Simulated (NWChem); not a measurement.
# One shape, several levels: CH4O (methanol)

Wanted: a comparison of 4 runs (HF/STO-3G, HF/3-21G, B3LYP/6-31G*) of CH4O (methanol). 

Program for the calculation: NWChem 7.3.0.

## Step 1: Starting point

CH4O: 6 atoms, total charge 0, spin state singlet. As SMILES, `CO`. The coordinates come from a PBE0-D4/def2-TZVP relaxation.

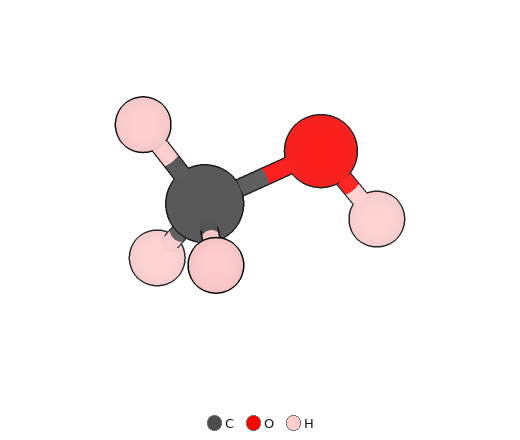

Viewed from a chosen angle; carbon dark grey, oxygen red, hydrogen pink.

## Step 2: Energy and forces at HF/STO-3G (run 1)

The input, nw.nw:

```
START nw
TITLE "CH4O"
memory 2200 mb
charge 0
GEOMETRY units angstrom noautosym nocenter noautoz
 C       -0.088400      -0.207400      -0.275700
 O       -0.165000       0.316500       1.030100
 H       -0.864700      -0.968400      -0.360900
 H        0.878800      -0.683600      -0.479200
 H       -0.272700       0.554400      -1.043400
 H        0.512100       0.988500       1.129100
END
BASIS spherical bse
 * library STO-3G
END
SCF
 thresh 1e-08
 maxiter 80
 print low
END
TASK scf gradient
```

The run is started by

```sh
$ nwchem nw.nw > nw.out
```

Output:

```text
[...]
  functions       =    14
[...]
  wavefunction    = RHF
[...]
         Total SCF energy =   -113.546797122244
      One-electron energy =   -236.008668253509
      Two-electron energy =     82.003865594233
 Nuclear repulsion energy =     40.458005537033
        Time for solution =      0.1s
[...]
                         RHF ENERGY GRADIENTS
    atom               coordinates                        gradient
                 x          y          z           x          y          z
   1 C      -0.167052  -0.391929  -0.520997   -0.007267  -0.000165   0.014366
   2 O      -0.311805   0.598098   1.946607    0.037812   0.023958  -0.024321
   3 H      -1.634046  -1.830011  -0.682002    0.000728   0.001087   0.000946
   4 H       1.660691  -1.291817  -0.905557    0.001047  -0.000791   0.001985
   5 H      -0.515328   1.047664  -1.971740   -0.001349   0.001783   0.000813
   6 H       0.967729   1.867994   2.133690   -0.030971  -0.025872   0.006211
 Task  times  cpu:        0.2s     wall:        0.2s
 Total times  cpu:        0.2s     wall:        0.2s
```

It took 0.66 s on 1 thread of AMD EPYC 9R45 (Zen 5), shared host; peak memory 0.1 GiB.

## Step 3: Energy and gradient at HF/3-21G (run 2)

The input, ch4o.nw:

```
echo
start ch4o
title "CH4O"
memory 2200 mb

geometry noautosym nocenter noautoz
  C     -0.088400    -0.207400    -0.275700
  O     -0.165000     0.316500     1.030100
  H     -0.864700    -0.968400    -0.360900
  H      0.878800    -0.683600    -0.479200
  H     -0.272700     0.554400    -1.043400
  H      0.512100     0.988500     1.129100
end

basis spherical bse
  * library 3-21G
end

scf
  singlet
  rhf
  thresh 1e-08
  maxiter 80
  print low
end

task scf gradient
```

The run is started by

```sh
$ nwchem ch4o.nw > ch4o.out
```

Output:

```text
[...]
  functions       =    26
[...]
  wavefunction    = RHF
[...]
         Total SCF energy =   -114.396858752716
      One-electron energy =   -236.277719141382
      Two-electron energy =     81.422854851633
 Nuclear repulsion energy =     40.458005537033
        Time for solution =      0.1s
[...]
                         RHF ENERGY GRADIENTS
    atom               coordinates                        gradient
                 x          y          z           x          y          z
   1 C      -0.167052  -0.391929  -0.520997    0.002458   0.014078   0.025905
   2 O      -0.311805   0.598098   1.946607    0.001921  -0.005250  -0.015491
   3 H      -1.634046  -1.830011  -0.682002   -0.005605  -0.005241  -0.000025
   4 H       1.660691  -1.291817  -0.905557    0.006518  -0.003218   0.000003
   5 H      -0.515328   1.047664  -1.971740   -0.001817   0.005745  -0.004082
   6 H       0.967729   1.867994   2.133690   -0.003475  -0.006114  -0.006309
 Task  times  cpu:        0.2s     wall:        0.2s
 Total times  cpu:        0.2s     wall:        0.2s
```

Run time: 0.68 s. Hardware: 1 thread of AMD EPYC 9R45 (Zen 5), shared host; peak memory 0.1 GiB.

Run 3 isn't shown in full; the table further down has it.

## Step 4: Energy and gradient at B3LYP/6-31G(d) (Cartesian functions) (run 4)

The input, run.py:

```python
from ase import Atoms
from ase.calculators.nwchem import NWChem

mol = Atoms(['C', 'O', 'H', 'H', 'H', 'H'], positions=[
    [-0.088400, -0.207400, -0.275700],
    [-0.165000, 0.316500, 1.030100],
    [-0.864700, -0.968400, -0.360900],
    [0.878800, -0.683600, -0.479200],
    [-0.272700, 0.554400, -1.043400],
    [0.512100, 0.988500, 1.129100],
])

calc = NWChem(
    label='work',
    theory='dft',
    memory='2200 mb',
    basis='6-31G*',
    dft={'xc': 'b3lyp', 'mult': '1', 'grid': 'xfine', 'convergence': 'energy 1e-08', 'iterations': '100', 'mulliken': None},
)
mol.calc = calc

forces = mol.get_forces()
print(f"energy = {mol.get_potential_energy():.6f} eV")
print("forces (eV/A):")
for s, f in zip(mol.symbols, forces):
    print(f"{s:2s} {f[0]:10.5f} {f[1]:10.5f} {f[2]:10.5f}")
print("dipole (e A):", mol.get_dipole_moment().round(4))
```

The run is started by

```sh
$ export ASE_NWCHEM_COMMAND="nwchem PREFIX.nwi > PREFIX.nwo"
$ python run.py
```

Output:

```text
energy = -3148.744074 eV
forces (eV/A):
C     0.05487    0.00442   -0.10130
O    -0.42433   -0.24683    0.32365
H    -0.08130   -0.07328    0.00365
H     0.11863   -0.07168   -0.08063
H    -0.01162    0.06839   -0.14470
H     0.34386    0.31897   -0.00067
dipole (e A): [ 0.2374  0.1167 -0.2259]
```

The calculator wrote work.nwi:

```
title "work"

permanent_dir work

scratch_dir work

start work

geometry units angstrom nocenter noautosym noautoz
  C  -8.8400000000000006e-02 -2.0740000000000000e-01 -2.7570000000000000e-01
  O  -1.6500000000000001e-01 3.1650000000000000e-01 1.0301000000000000e+00
  H  -8.6470000000000002e-01 -9.6840000000000004e-01 -3.6090000000000000e-01
  H  8.7880000000000003e-01 -6.8359999999999999e-01 -4.7920000000000001e-01
  H  -2.7270000000000000e-01 5.5440000000000000e-01 -1.0434000000000001e+00
  H  5.1210000000000000e-01 9.8850000000000005e-01 1.1291000000000000e+00
end

memory 2200 mb

basis noprint
   * library 6-31G*
end

dft
  xc b3lyp
  mult 1
  grid xfine
  convergence energy 1e-08
  iterations 100
  mulliken
end

task dft gradient
```

work.nwo:

```text
Northwest Computational Chemistry Package (NWChem) 7.3.0
             --------------------------------------------------------

           Job information
           ---------------

    nwchem branch   = 7.3.0
    use scalapack   = T
    input           = work.nwi
    prefix          = work.
    data base       = work/work.db
    status          = startup
    nproc           =        1

           Memory information
           ------------------

[... 5 lines left out ...]
    hardfail = no
[... 101 lines left out ...]
  convergence criterion.
[... 42 lines left out ...]
          Spatial weights used:  Erf1
[... 32 lines left out ...]
 1-e energy   =    -235.192571
[... 42 lines left out ...]
           Coulomb energy =       96.653941625282
[... 339 lines left out ...]
          Convergence on density requested:  1.00D-05
[... 28 lines left out ...]
          total energy or number of iterations.
[... 37 lines left out ...]
                 ----------------------------------------
                 |  Time  |  1-e(secs)   |  2-e(secs)   |
                 ----------------------------------------
                 |  CPU   |       0.00   |       0.18   |
                 ----------------------------------------
                 |  WALL  |       0.00   |       0.18   |
                 ----------------------------------------

 Task  times  cpu:        4.4s     wall:        4.4s
 Total times  cpu:        4.4s     wall:        4.4s
```

Run time: 5.4 s. Hardware: 1 thread of AMD EPYC 9R45 (Zen 5), shared host; peak memory 0.13 GiB.

## Step 5: All runs side by side

| run | level | iteration cap | module | energy (Eh) | largest force (eV/Å) | wall time |
| --- | --- | --- | --- | --- | --- | --- |
| 1 | HF/STO-3G | 80 | scf | -113.546797 | 2.620 | 0.66 s |
| 2 | HF/3-21G | 80 | scf | -114.396859 | 1.521 | 0.68 s |
| 3 | B3LYP/6-31G* (spherical functions) | 100 | dft | -115.712025 | 0.560 | 4.8 s |
| 4 | B3LYP/6-31G* (Cartesian functions) | 100 | dft | -115.714211 | 0.588 | 5.4 s |

## Step 6: Results

| quantity | value |
| --- | --- |
| run 4: total energy | -115.71421 Eh |
| run 4: dipole moment | 1.67 D |
| run 4: HOMO energy | -7.19 eV |
| run 4: LUMO energy | 2.11 eV |
| run 4: HOMO–LUMO gap | 9.29 eV |
| run 4: largest force on an atom | 0.588 eV/Å |

In words: In run 1 the basis is minimal, so the values are rough. All runs together took 12 s, the longest 5.4 s.
